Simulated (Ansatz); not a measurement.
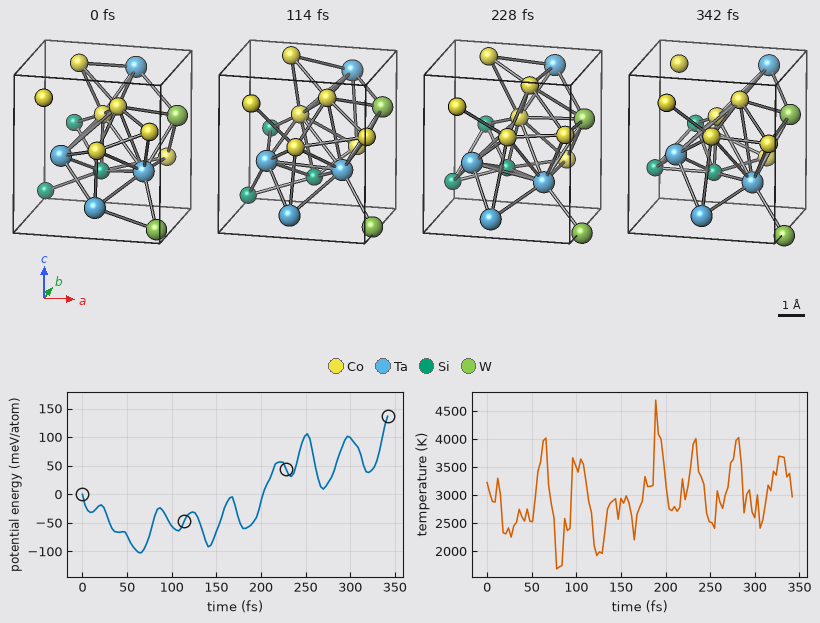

Molecular dynamics of an amorphous cell of composition Ta$_{4}$Co$_{7}$Si$_{3}$W$_{2}$ (16 atoms in the cell), 342 fs long. Frames and the history of the run. Style: ball-and-stick. Shown: the simulation cell, slightly off an axis. Bonds to atoms that aren't drawn are left out.

Theory: DFT PBE, scalar-relativistic, plane waves, PAW (Ansatz 0.2.0). Set-up: plane-wave cutoff 420 eV; k-point mesh 1 × 1 × 1; Fermi-Dirac smearing 0.296 eV; volume 0.96 times that of the relaxed crystal; set temperature 3440 K; time step 3 fs.

The input:
```yaml
crystal:
  lattice:
    - [5.85366, -0.015007, -0.072126]
    - [-0.015007, 6.047794, 0.087636]
    - [-0.072126, 0.087636, 6.314237]
  atoms:
    - { symbol: Co, position: [0.4652474645, 0.6753294038, 0.6333199343] }
    - { symbol: Co, position: [0.3180265003, 0.5933734531, 0.9666294492] }
    - { symbol: Co, position: [0.1990751899, 0.0175725222, 0.8652020315] }
    - { symbol: Co, position: [0.5498983191, 0.0816031481, 0.538583795] }
    - { symbol: Co, position: [0.8982844772, 0.1304276042, 0.6707714763] }
    - { symbol: Co, position: [0.6320990151, 0.3676657673, 0.7617058433] }
    - { symbol: Co, position: [0.8535227898, 0.9191464893, 0.3368003173] }
    - { symbol: Ta, position: [0.7859930691, 0.4845780695, 0.3357876285] }
    - { symbol: Ta, position: [0.6514644719, 0.8579335746, 0.9058295951] }
    - { symbol: Ta, position: [0.5223893505, 0.1595359101, 0.1583741474] }
    - { symbol: Ta, position: [0.2432934616, 0.3776114696, 0.4215682112] }
    - { symbol: Si, position: [0.2090868741, 0.9668236372, 0.5000926878] }
    - { symbol: Si, position: [0.4426146152, 0.7414763686, 0.2598046524] }
    - { symbol: Si, position: [0.045571483, 0.824211043, 0.0894843436] }
    - { symbol: W, position: [0.9229071769, 0.2588648924, 0.0255731547] }
    - { symbol: W, position: [0.9805180551, 0.6405152415, 0.6673086978] }
  symmetry: { detect: false }
basis:
  ecutwfc: 420
  xc_grid: 1
kpoints:
  mp_grid: { grid: [1, 1, 1], shift: [0.25, 0.25, 0.25] }
hamiltonian:
  xc: pbe
scf:
  occupations: { method: fermi_dirac, width: 0.2964 }
  lower_state_search: "off"
  convergence: { dr2_threshold: 1.0e-05 }
output:
  forces: true
  stress: true
md:
  timestep: 3.0
  n_steps: 114
  ensemble: nvt_langevin
  friction: 0.03
  temperature: 3440.0
  initial_velocities: maxwell_boltzmann
  seed: 60232
```

Run as
```bash
ansatz run input.yaml --threads 2 --pin off --max-ram 5120MiB --backend cpu --events-out ev --progress --plain --runs-dir out
```

Describe the run.

Answer. The mean temperature in the second half is 3188 K (standard deviation 481 K). The potential energy in the second half lies on average 40.5 meV per atom above the first frame. The mean pressure there is 14.3 GPa. In the second half of the run the atoms are, in the root-mean-square, this far from where they began (common drift taken out): Co 0.55 Å, Ta 0.53 Å, W 0.45 Å, Si 0.43 Å. Against the typical shortest distance between atoms in the first frame, about 2.2 Å these are large excursions, but over 342 fs one can't yet tell strong vibration from the start of diffusion.

Limits of the set-up: the periodic images lie only 5.9 Å apart, so the values are limited by the cell's size.
